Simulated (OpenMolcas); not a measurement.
# A workflow on doublet BH2F+

Wanted: a single-point energy (ROHF/STO-3G), then a single-point energy (CASSCF(3,3)/STO-3G), then a single-point energy (CASPT2(3,3)/STO-3G), then a single-point energy (SC-NEVPT2(3,3)/STO-3G), then a single-point energy (MRCI(3,3)/STO-3G) of doublet BH2F+. 

Program for the calculation: OpenMolcas 26.06.

1 further run of the same task is left out (set aside as unsound or not needed).

## Step 1: The molecule

BH2F+: 4 atoms, total charge +1, spin state doublet. SMILES of the parent species: `BF`. The shape is that of a PBE0-D4/def2-TZVP optimisation. That shape belongs to the parent species and isn't relaxed for this state.

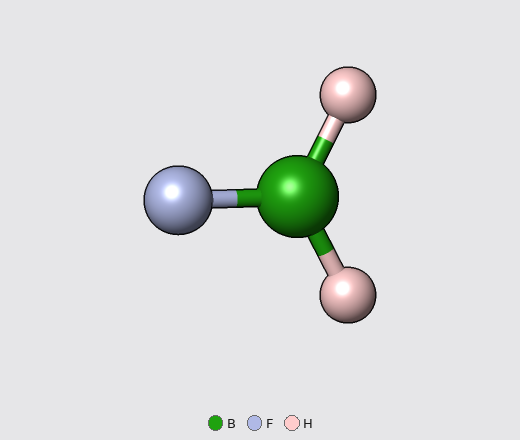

Viewed from a chosen angle; boron green, fluorine light blue, hydrogen pink.

## Step 2: The energy at ROHF/STO-3G (run 1)

input.xyz reads:

```xyz
4

B     -0.027300    -0.004000    -0.030800
F      1.061200    -0.296700     0.649900
H     -1.012500    -0.649100     0.186200
H      0.034200     0.889600    -0.825600
```

step1.input reads:

```
>>> EXPORT MOLCAS_PRINT=2

&GATEWAY
 BasLib = $CurrDir
 Coord = input.xyz
 Basis = STO-3G
 Group = NoSym

&SEWARD

&SCF
 UHF
 Charge = 1
 Spin = 2
 Scramble = 0.25
 PrOrbitals = 1 1

&RASSCF
 FileOrb = $Project.UnaOrb
 Spin = 2
 Nactel = 1 0 0
 Inactive = 7
 Ras2 = 1
 OutOrbitals = Canonical
 OrbListing = Nothing
```

The basis set STO-3G is read from a file made from the Basis Set Exchange's data (not shown).

The run is started by

```
$ export MOLCAS_MEM=1860
$ pymolcas step1.input > step1.log
```

What it wrote, shortened:

```text
--- Start Module: gateway ---
[...]
--- Stop Module: gateway /rc=_RC_ALL_IS_WELL_ ---
[...]
      Basis functions           12
[...]
--- Start Module: scf ---
[...]
       Convergence after  23 Iterations
[...]
::    Total SCF energy                               -123.2372474462
[...]
      Total spin, S                                     0.5055900340
[...]
--- Stop Module: scf /rc=_RC_ALL_IS_WELL_ ---
--- Start Module: rasscf ---
[...]
      Number of active orbitals                  1
[...]
      Spin quantum number                      0.5
[...]
      Active orbitals                            1
[...]
      Number of CSFs                             1
[...]
      Number of root(s) required                 1
[...]
      Convergence after 10 iterations
[...]
      printout of CI-coefficients larger than  0.05 for root  1
      energy=    -123.234114
      conf/sym  1     Coeff  Weight
             1  u   1.00000 1.00000
      Natural orbitals and occupation numbers for root  1
      sym 1:   1.000000
      ************************************************************************************************************************
      *                                                    Final results                                                     *
[...]
::    RASSCF root number  1 Total energy:   -123.23411362
[...]
      Total electronic charge=   15.000000
      Total            charge=    1.000000
[...]
      Dipole Moment (debye):
      Origin of the operator (angstrom)=    0.5894   -0.1698    0.3549
                   X= -1.1022E+00               Y=  2.9644E-01               Z= -6.8929E-01           Total=  1.3334E+00
      Center of Charge (angstrom)
[...]
--- Stop Module: rasscf /rc=_RC_ALL_IS_WELL_ ---
[...]
```

Wall time 2.5 s (1 thread of Arm Neoverse V1, shared host); peak memory 0.37 GiB.

## Step 3: A single-point energy at CASSCF(3,3)/STO-3G (run 2)

input.xyz is that of step 2.

step2.inp reads:

```
&GATEWAY
BasLib
$CurrDir
Coord
input.xyz
Basis
STO-3G
Group
NoSym
&SEWARD
&RASSCF
FileOrb
$CurrDir/step1.RasOrb
Spin
2
Nactel
3 0 0
Inactive
6
Ras2
3
OrbListing
Nothing
```

The basis set STO-3G is read from a file made from the Basis Set Exchange's data (not shown).

The run is started by

```
$ export MOLCAS_MEM=1860
$ pymolcas step2.inp > step2.log
```

What it wrote, shortened:

```text
--- Start Module: gateway ---
[...]
--- Stop Module: gateway /rc=_RC_ALL_IS_WELL_ ---
--- Start Module: seward ---
[...]
      Basis functions           12
--- Stop Module: seward /rc=_RC_ALL_IS_WELL_ ---
--- Start Module: rasscf ---
[...]
      Number of active orbitals                  3
[...]
      Spin quantum number                      0.5
[...]
      Active orbitals                            3
[...]
      Number of CSFs                             8
[...]
      Number of root(s) required                 1
[...]
      Convergence after 38 iterations
[...]
      printout of CI-coefficients larger than  0.05 for root  1
      energy=    -123.249906
      conf/sym  111     Coeff  Weight
             1  2u0  -0.99416 0.98836
             8  0u2  -0.08239 0.00679
      Natural orbitals and occupation numbers for root  1
      sym 1:   1.980950   0.999683   0.019367
      ************************************************************************************************************************
      *                                                    Final results                                                     *
[...]
::    RASSCF root number  1 Total energy:   -123.24990588
[...]
      Total electronic charge=   15.000000
      Total            charge=    1.000000
[...]
      Dipole Moment (debye):
      Origin of the operator (angstrom)=    0.5894   -0.1698    0.3549
                   X= -1.1218E+00               Y=  2.7463E-01               Z= -6.7673E-01           Total=  1.3386E+00
      Center of Charge (angstrom)
[...]
--- Stop Module: rasscf /rc=_RC_ALL_IS_WELL_ ---
[...]
```

Run time: 2.3 s. Hardware: 1 thread of Arm Neoverse V1, shared host; peak memory 0.37 GiB.

## Step 4: The energy at CASPT2(3,3)/STO-3G (run 3)

input.xyz is that of step 3.

step3.inp reads:

```
&GATEWAY
BASLIB
$CurrDir
COORD
input.xyz
BASIS
STO-3G
GROUP
NoSym
&SEWARD
&RASSCF
FILEORB
$CurrDir/step2.RasOrb
SPIN
2
NACTEL
3 0 0
INACTIVE
6
RAS2
3
ORBLISTING
Nothing
&CASPT2
IMAGINARY
0.1
FROZEN
2
```

The basis set STO-3G is read from a file made from the Basis Set Exchange's data (not shown).

The run is started by

```
$ export MOLCAS_MEM=1860
$ pymolcas step3.inp > step3.log
```

What it wrote, shortened:

```text
--- Start Module: gateway ---
[...]
--- Stop Module: gateway /rc=_RC_ALL_IS_WELL_ ---
[...]
      Basis functions           12
[...]
--- Start Module: rasscf ---
[...]
      Number of active orbitals                  3
[...]
      Spin quantum number                      0.5
[...]
      Active orbitals                            3
[...]
      Number of CSFs                             8
[...]
      Number of root(s) required                 1
[...]
      Convergence after  4 iterations
[...]
      printout of CI-coefficients larger than  0.05 for root  1
      energy=    -123.249906
      conf/sym  111     Coeff  Weight
             1  2u0  -0.99416 0.98836
             8  0u2  -0.08239 0.00679
      Natural orbitals and occupation numbers for root  1
      sym 1:   1.980950   0.999683   0.019366
      ************************************************************************************************************************
      *                                                    Final results                                                     *
[...]
::    RASSCF root number  1 Total energy:   -123.24990588
[...]
      Total electronic charge=   15.000000
      Total            charge=    1.000000
[...]
      Dipole Moment (debye):
      Origin of the operator (angstrom)=    0.5894   -0.1698    0.3549
                   X= -1.1218E+00               Y=  2.7462E-01               Z= -6.7675E-01           Total=  1.3386E+00
      Center of Charge (angstrom)
[...]
--- Stop Module: rasscf /rc=_RC_ALL_IS_WELL_ ---
--- Start Module: caspt2 ---
[...]
 ###    WARNING: User changed nr of frozen orbitals.                         ###
 ###############################################################################
[...]
      E2 (Variational):          -0.0448375740
      Total energy:            -123.2947434544
[...]
      Reference weight:           0.97907
[...]
::    CASPT2 Root  1     Total energy:   -123.29474345
[...]
--- Stop Module: caspt2 /rc=_RC_ALL_IS_WELL_ ---
[...]
```

Wall time 1.7 s (1 thread of Arm Neoverse V1, shared host); peak memory 0.37 GiB.

## Step 5: A single-point energy at SC-NEVPT2(3,3)/STO-3G (run 4)

input.xyz is that of step 4.

step4.input reads:

```
&gateway
 baslib
 $CurrDir
 coord
 input.xyz
 basis
 STO-3G
 group
 NoSym

&seward

&rasscf
 fileorb
 $CurrDir/step2.RasOrb
 spin
 2
 nactel
 3 0 0
 inactive
 6
 ras2
 3
 orblisting
 Nothing

&caspt2
 sc-nevpt2
 frozen
 2
```

The basis set STO-3G is read from a file made from the Basis Set Exchange's data (not shown).

The run is started by

```
$ export MOLCAS_MEM=1860
$ pymolcas step4.input > step4.log
```

What it wrote, shortened:

```text
--- Start Module: gateway ---
[...]
--- Stop Module: gateway /rc=_RC_ALL_IS_WELL_ ---
[...]
      Basis functions           12
[...]
--- Start Module: rasscf ---
[...]
      Number of active orbitals                  3
[...]
      Spin quantum number                      0.5
[...]
      Active orbitals                            3
[...]
      Number of CSFs                             8
[...]
      Number of root(s) required                 1
[...]
      Convergence after  4 iterations
[...]
      printout of CI-coefficients larger than  0.05 for root  1
      energy=    -123.249906
      conf/sym  111     Coeff  Weight
             1  2u0  -0.99416 0.98836
             8  0u2  -0.08239 0.00679
      Natural orbitals and occupation numbers for root  1
      sym 1:   1.980950   0.999683   0.019366
      ************************************************************************************************************************
      *                                                    Final results                                                     *
[...]
::    RASSCF root number  1 Total energy:   -123.24990588
[...]
      Total electronic charge=   15.000000
      Total            charge=    1.000000
[...]
      Dipole Moment (debye):
      Origin of the operator (angstrom)=    0.5894   -0.1698    0.3549
                   X= -1.1218E+00               Y=  2.7462E-01               Z= -6.7675E-01           Total=  1.3386E+00
      Center of Charge (angstrom)
[...]
--- Stop Module: rasscf /rc=_RC_ALL_IS_WELL_ ---
--- Start Module: caspt2 ---
[...]
 ###    WARNING: User changed nr of frozen orbitals.                         ###
 ###############################################################################
[...]
      E2 (Variational):          -0.0439135105
[...]
      E2 (Variational):          -0.0433895793
      Total energy:            -123.2932954597
[...]
      Reference weight:           0.98076
[...]
::    SC-NEVPT2 Root  1     Total energy:   -123.29329546
[...]
--- Stop Module: caspt2 /rc=_RC_ALL_IS_WELL_ ---
[...]
```

It took 1.7 s on 1 thread of Arm Neoverse V1, shared host; peak memory 0.37 GiB.

## Step 6: A single-point energy at MRCI(3,3)/STO-3G (run 5)

input.xyz is that of step 5.

step5.inp reads:

```
* BFH2 MRCI
>>> EXPORT MOLCAS_PRINT=2
&GATEWAY
BasLib=$CurrDir
Coord=input.xyz
Basis=STO-3G
Group=NoSym
&SEWARD
&RASSCF
FileOrb=$CurrDir/step2.RasOrb
Spin=2
Nactel=3 0 0
Inactive=6
Ras2=3
OrbListing=Nothing
&MOTRA
LumOrb
Frozen=2
&GUGA
Electrons=11
Spin=2
Inactive=4
Active=3
CIAll=1
&MRCI
SDCI
```

The basis set STO-3G is read from a file made from the Basis Set Exchange's data (not shown).

The run is started by

```
$ export MOLCAS_MEM=1860
$ pymolcas step5.inp > step5.log
```

What it wrote, shortened:

```text
--- Start Module: gateway ---
[...]
--- Stop Module: gateway /rc=_RC_ALL_IS_WELL_ ---
[...]
      Basis functions           12
[...]
      Number of active orbitals                  3
[...]
      Spin quantum number                      0.5
[...]
      Active orbitals                            3
[...]
      Number of CSFs                             8
[...]
      Number of root(s) required                 1
[...]
      Convergence after  4 iterations
[...]
      printout of CI-coefficients larger than  0.05 for root  1
      energy=    -123.249906
      conf/sym  111     Coeff  Weight
             1  2u0  -0.99416 0.98836
             8  0u2  -0.08239 0.00679
      Natural orbitals and occupation numbers for root  1
      sym 1:   1.980950   0.999683   0.019366
      ************************************************************************************************************************
      *                                                    Final results                                                     *
[...]
::    RASSCF root number  1 Total energy:   -123.24990588
[...]
      Dipole Moment (debye):
      Origin of the operator (angstrom)=    0.5894   -0.1698    0.3549
                   X= -1.1218E+00               Y=  2.7462E-01               Z= -6.7675E-01           Total=  1.3386E+00
      Center of Charge (angstrom)
[...]
      *** WARNING: Default frozen orbitals is overwritten by user input.
      *** Default values:   2
[...]
--- Start Module: guga ---
[...]
--- Stop Module: guga /rc=_RC_ALL_IS_WELL_ ---
--- Start Module: mrci ---
[...]
       (But an ACPF correction will be computed)
       USE THE DEFAULT ACPF G-VALUE GFAC=  0.18181818181818182
[...]
                      CI ENERGY:  -123.32230204
[...]
                ACPF CORRECTION:    -0.00671942
[...]
      Total electronic charge=   15.000000
      Total            charge=    1.000000
[...]
     ACPF CORRECTION:     -0.00671942
[...]
  CI State   1     Total energy:   -123.32230204     QDav:     -0.00838559     QACPF:     -0.00671942
[...]
--- Stop Module: mrci /rc=_RC_ALL_IS_WELL_ ---
[...]
```

Wall time 1.9 s (1 thread of Arm Neoverse V1, shared host); peak memory 0.37 GiB.

## Step 7: Summary of results

```
                        quantity                                                                value
run 1, ROHF/STO-3G: total energy                                                        -123.23411 Eh
       run 2, CASSCF(3,3)/STO-3G  no result (a known fault or a wrong state: its values are left out)
       run 3, CASPT2(3,3)/STO-3G  no result (a known fault or a wrong state: its values are left out)
    run 4, SC-NEVPT2(3,3)/STO-3G  no result (a known fault or a wrong state: its values are left out)
         run 5, MRCI(3,3)/STO-3G  no result (a known fault or a wrong state: its values are left out)
```

In words: 4 of the 5 runs ended normally but are set aside, since settings or state are in doubt.
